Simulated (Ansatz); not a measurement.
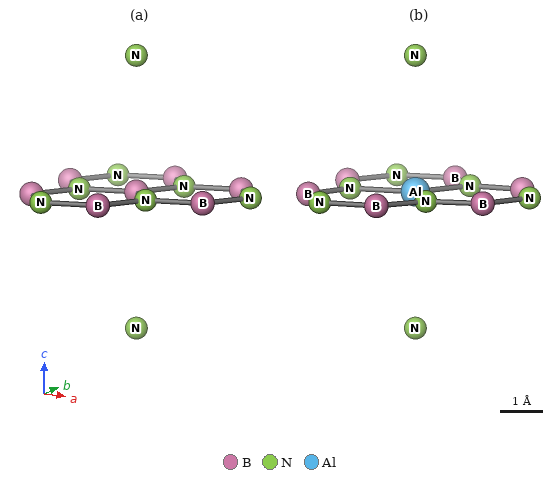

Left: perfect BN. Right: the same region with one point defect, after relaxing the atoms in a supercell of 36 sites. A ball-and-stick model of the atoms within 3.3 Å of one point, seen slightly off an axis.

Level of theory: Ansatz 0.2.0, DFT, PBE, plane-wave PAW, default files, scalar-relativistic, frozen cores. (plane-wave cutoff 420 eV; k-point mesh 4 × 4 × 4; occupations fermi dirac; smearing width 0.01 eV; no spin polarisation) The axes drawn are those of the host's conventional cell.

Which defect is it?

A boron atom is replaced by aluminium.

The charge state of the cell is 0.

What does the relaxation do around it?

In the host the B atom has 3 N at 1.47 Å; the Al atom ends with 3 N at 1.68 Å. Of the host's atoms, a nitrogen atom moves furthest from its site, by 0.21 Å. Relaxing the atoms from the host's sites lowers the energy by 4.87 eV.

Limits of the set-up: the periodic images lie only 6.6 Å apart, so the values are limited by the cell's size.
